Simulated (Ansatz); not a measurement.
# CH5Ge (SMILES [CH2][GeH3]): levels of theory compared

We compute a comparison of 4 runs (UHF/STO-3G, UHF/def2-SVP, UB3LYP/6-31G*, UCCSDT/LANL2DZ) of CH5Ge. 

The results are computed with Ansatz 0.2.0.

4 further runs of the same task are left out: 1 that didn't finish, 3 set aside as unsound or not needed.

## (1) The molecule

CH5Ge: 7 atoms, total charge 0, spin state doublet. SMILES: `[CH2][GeH3]`. The coordinates come from a PBE0-D4/def2-TZVP relaxation.

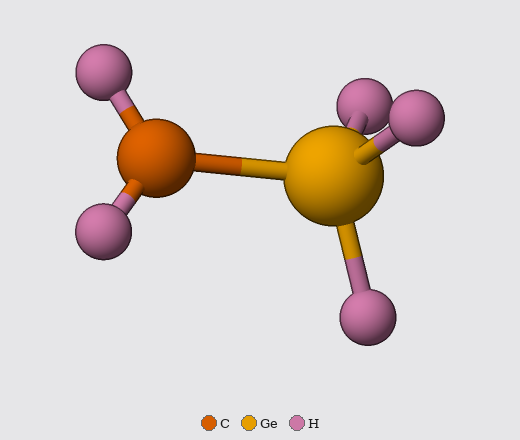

The structure, seen from a chosen angle (carbon orange, germanium amber, hydrogen pink).

## (2) Energy and gradient at UHF/STO-3G (run 1)

The input, input.yaml:

```yaml
crystal:
  periodic: [false, false, false]
  atoms:
    - symbol: C
      position_ang: [-0.235900, -1.139500, 0.109200]
    - symbol: Ge
      position_ang: [0.174700, 0.724600, -0.092900]
    - symbol: H
      position_ang: [-1.173800, -1.561300, -0.234100]
    - symbol: H
      position_ang: [0.439600, -1.826300, 0.606600]
    - symbol: H
      position_ang: [-0.432200, 1.260700, -1.400600]
    - symbol: H
      position_ang: [-0.409600, 1.545200, 1.075500]
    - symbol: H
      position_ang: [1.698500, 0.928700, -0.109300]
basis:
  gaussian:
    orbitals: STO-3G
output:
  forces: true
  orbitals: {seedname: orbitals}
magnetization:
  spin_polarized: true
  initial_magnetization: 1
hamiltonian:
  xc: hf
accuracy: high
```

Run with:

```
ansatz run input.yaml --threads 1 --pin off --max-ram 2610MiB --events-out events.jsonl --progress --plain --runs-dir runs
```

The log of the run:

```text
Warning: RAYON_NUM_THREADS=1 ignored (pool sized by the plan → 1); use --threads N
Functional definition: HF
  name "HF"
  exchange = exact_x
  correlation = 0
431 factors; integrals over basis functions are off by at most 3.3e-9 eV
mean field evaluation 1: about -56926.2515 eV, gradient 6.9e0 eV
mean field evaluation 2: about -56926.2798 eV, gradient 6.9e0 eV
mean field evaluation 4: about -56926.8551 eV, gradient 6.7e-1 eV
mean field evaluation 8: about -56926.8642 eV, gradient 8.7e-3 eV
mean field -56926.86422069 eV, -2092.0236736960 hartree, gradient 1.1e-8 eV, S^2 0.768155; 0 other end points of the search recorded, 0 dependent functions left out
the calculation of the forces begins
reference -56926.86422069 eV, -2092.0236736960 hartree; 22, 21 occupied and 6, 7 virtual orbitals, 431 factors
Total energy: -56926.86422069 eV, -2092.0236736960 hartree
Atom 0 at    -0.235900    -1.139500     0.109200 Å, force     0.225941     1.020724    -0.115019 eV/Å
Atom 1 at     0.174700     0.724600    -0.092900 Å, force     0.201026     1.147443    -0.057836 eV/Å
Atom 2 at    -1.173800    -1.561300    -0.234100 Å, force     0.183385    -0.046190     0.105725 eV/Å
Atom 3 at     0.439600    -1.826300     0.606600 Å, force    -0.196731     0.017398    -0.092233 eV/Å
Atom 4 at    -0.432200     1.260700    -1.400600 Å, force     0.824218    -0.727111     1.706458 eV/Å
Atom 5 at    -0.409600     1.545200     1.075500 Å, force     0.768336    -1.132443    -1.540649 eV/Å
Atom 6 at     1.698500     0.928700    -0.109300 Å, force    -2.006173    -0.279821    -0.006448 eV/Å
Dipole moment:    -0.001119    -0.008219     0.001157 e Å
```

Run time: 0.63 s. Hardware: 1 thread of Arm Neoverse V1, shared host; peak memory 0.25 GiB.

## (3) Energy and forces at UHF/def2-SVP (run 2)

The input, job.yaml:

```yaml
crystal:
  periodic: [false, false, false]
  atoms:
    - symbol: C
      position_ang: [-0.235900, -1.139500, 0.109200]
    - symbol: Ge
      position_ang: [0.174700, 0.724600, -0.092900]
    - symbol: H
      position_ang: [-1.173800, -1.561300, -0.234100]
    - symbol: H
      position_ang: [0.439600, -1.826300, 0.606600]
    - symbol: H
      position_ang: [-0.432200, 1.260700, -1.400600]
    - symbol: H
      position_ang: [-0.409600, 1.545200, 1.075500]
    - symbol: H
      position_ang: [1.698500, 0.928700, -0.109300]
basis:
  gaussian:
    orbitals: def2-SVP
output:
  forces: true
  orbitals: {seedname: orbitals}
accuracy: high
magnetization:
  spin_polarized: true
  initial_magnetization: 1
hamiltonian:
  xc: hf
```

Run with:

```
ansatz run job.yaml --threads 1 --pin off --max-ram 2610MiB --events-out events.jsonl --progress --plain --runs-dir runs
```

The log of the run, shortened:

```text
Warning: RAYON_NUM_THREADS=1 ignored (pool sized by the plan → 1); use --threads N
[... 2 set-up lines as earlier in the session ...]
[...]
1534 factors; integrals over basis functions are off by at most 4.7e-9 eV
[...]
mean field -57573.76893973 eV, -2115.7969836329 hartree, gradient 2.0e-8 eV, S^2 0.762171; 0 other end points of the search recorded, 0 dependent functions left out
[...]
reference -57573.76893973 eV, -2115.7969836329 hartree; 22, 21 occupied and 49, 50 virtual orbitals, 1534 factors
Total energy: -57573.76893973 eV, -2115.7969836329 hartree
Atom 0 at    -0.235900    -1.139500     0.109200 Å, force    -0.041242    -0.265111     0.008541 eV/Å
Atom 1 at     0.174700     0.724600    -0.092900 Å, force     0.050288     0.415209     0.006269 eV/Å
Atom 2 at    -1.173800    -1.561300    -0.234100 Å, force    -0.012979    -0.051988     0.012209 eV/Å
Atom 3 at     0.439600    -1.826300     0.606600 Å, force    -0.018887    -0.050690     0.009665 eV/Å
Atom 4 at    -0.432200     1.260700    -1.400600 Å, force     0.033286    -0.014736     0.029690 eV/Å
Atom 5 at    -0.409600     1.545200     1.075500 Å, force     0.029970    -0.030472    -0.051709 eV/Å
Atom 6 at     1.698500     0.928700    -0.109300 Å, force    -0.040436    -0.002212    -0.014665 eV/Å
Dipole moment:    -0.024819    -0.118989     0.013110 e Å
```

Wall time 3.3 s (1 thread of Arm Neoverse V1, shared host); peak memory 0.21 GiB.

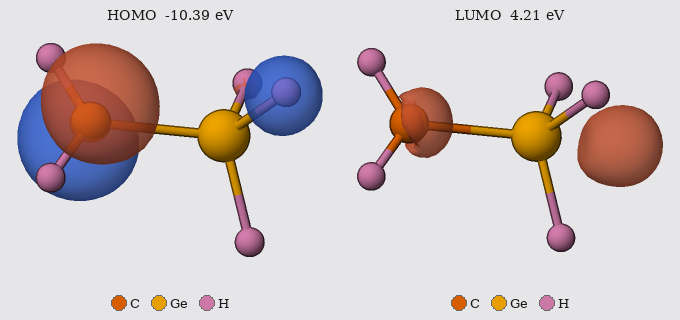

Frontier orbitals of this run (spin up), surfaces at ±0.2 Å^-3/2.

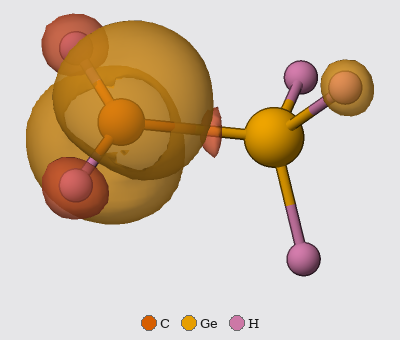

Spin density, surfaces at ±0.03 e/Å³.

Run 3 isn't shown in full; the table further down has it.

## (4) A single-point energy at UCCSDT/LANL2DZ (core potential) (run 4)

The input, in.yaml:

```yaml
crystal:
  periodic: [false, false, false]
  atoms:
    - {symbol: C, position_ang: [-0.235900, -1.139500, 0.109200]}
    - {symbol: Ge, position_ang: [0.174700, 0.724600, -0.092900]}
    - {symbol: H, position_ang: [-1.173800, -1.561300, -0.234100]}
    - {symbol: H, position_ang: [0.439600, -1.826300, 0.606600]}
    - {symbol: H, position_ang: [-0.432200, 1.260700, -1.400600]}
    - {symbol: H, position_ang: [-0.409600, 1.545200, 1.075500]}
    - {symbol: H, position_ang: [1.698500, 0.928700, -0.109300]}
basis:
  gaussian:
    orbitals: LANL2DZ.json
correlation:
  method: ccsdt
  electrons: all
magnetization:
  spin_polarized: true
  initial_magnetization: 1
```

The basis set LANL2DZ is read from a file made from the Basis Set Exchange's data (not shown).

Run with:

```
ansatz run in.yaml --threads 1 --pin off --max-ram 2610MiB --events-out events.jsonl --progress --plain --runs-dir runs
```

The log of the run, shortened:

```text
Warning: RAYON_NUM_THREADS=1 ignored (pool sized by the plan → 1); use --threads N
[... 2 set-up lines as earlier in the session ...]
[...]
604 factors; integrals over basis functions are off by at most 2.1e-7 eV
[...]
mean field -1206.33841714 eV, -44.3321191445 hartree, gradient 1.8e-6 eV, S^2 0.762942; 1 other end points of the search recorded, 0 dependent functions left out
reference -1206.33841714 eV, -44.3321191445 hartree; 8, 7 occupied and 19, 20 virtual orbitals, 604 factors
second order -3.36939356 eV of doubles, -0.00000000 eV of singles
cycle   1  -3.97666266 eV  change   -6.1e-1 eV  update   6.6e-2
[...]
cycle  14  -4.36316275 eV  change    2.0e-7 eV  update   1.0e-6
Total energy: -1210.70157989 eV, -44.4924624181 hartree
```

It took 7.2 s on 1 thread of Arm Neoverse V1, shared host; peak memory 0.25 GiB.

## (5) Overview of the runs

```csv
run,level,core potential,task,energy (Eh),dipole moment (D),HOMO energy (eV),LUMO energy (eV),wall time
1,UHF/STO-3G,none,gradient,-2092.023674,0.04,-8.82,8.46,0.63 s
2,UHF/def2-SVP,none,gradient,-2115.796984,0.59,-10.39,2.61,3.3 s
3,UB3LYP/6-31G* (spherical functions),none,gradient,-2117.796716,0.60,-6.27,-2.05,9 s
4,UCCSDT/LANL2DZ (core potential),LANL2DZ,energy,-44.492462,–,–,–,7.2 s
```

## (6) What came out

```
                                quantity         value
                     run 4: total energy  -44.49246 Eh
               run 4: correlation energy    -160.3 mEh
run 4: ⟨S²⟩ of the reference determinant         0.763
                    run 4: T1 diagnostic         0.010
```

**Reading.** Over runs 1, 2, 3 the dipole moment (its size) runs from 0.04 D (UHF/STO-3G) to 0.60 D (UB3LYP/6-31G*). The two ends differ in method and basis. Some runs of one species differ in core potentials or relativity; totals across that change don't compare. In run 1 the basis is minimal, so the values are rough. All runs together took 20 s, the longest 9 s.
